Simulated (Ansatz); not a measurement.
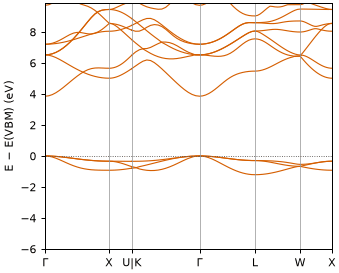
*Band structure from DFT-PBE in the program Ansatz with PAW potentials*

Problem. Read off the gap and where the band edges lie.

Solution. About 3.9 eV (3.86 eV by a search for the band edges); maximum at Γ, minimum at Γ.

The material is KI (rock salt, Fm-3m).

Symmetry was held in the PBE relaxation; phonons on a q-mesh show no instability. Spin–orbit coupling is left out wherever it is not named.

Potentials: the later of the program's two PAW sets.
